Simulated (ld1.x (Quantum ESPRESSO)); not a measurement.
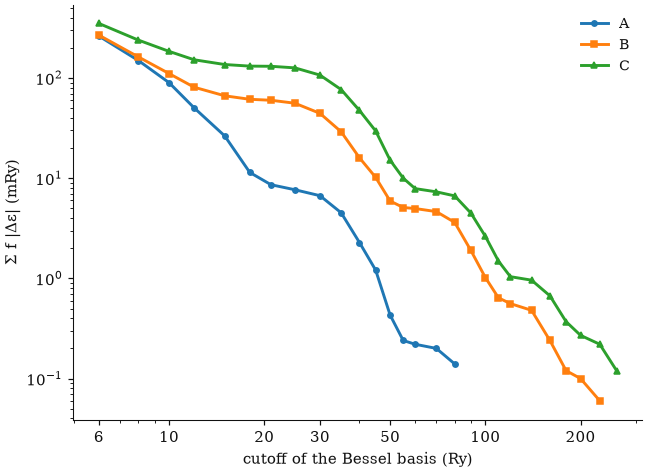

The occupation-weighted error of the valence levels in a spherical-Bessel basis for 3 variants of one potential.

Base settings:

* Element: phosphorus (P)
* Generator: ld1.x (Quantum ESPRESSO) 7.5
* Type: norm-conserving Troullier–Martins (Kleinman–Bylander form)
* Functional: PBE
* Relativity: scalar-relativistic
* Frozen core: [Ne]
* Valence charge: 5
* Reference configuration: 3s2 3p3
* Partial waves: 3s (bound): rc 1.50 bohr; 3p (bound): rc 1.75 bohr; 3d channel at 0.3 Ry: rc 1.80 bohr
* Local potential: all-electron potential smoothed inside 1.50 bohr (lloc = -2)
* Core correction: Bessel-smoothed model core inside 1.50 bohr

Match the curves to these variants:
1. base
2. waves 3s (bound): rc 1.22 bohr
3. all radii scaled by 0.78 (s 1.16, p 1.36, d 1.40 bohr)

A = 1, B = 2, C = 3.
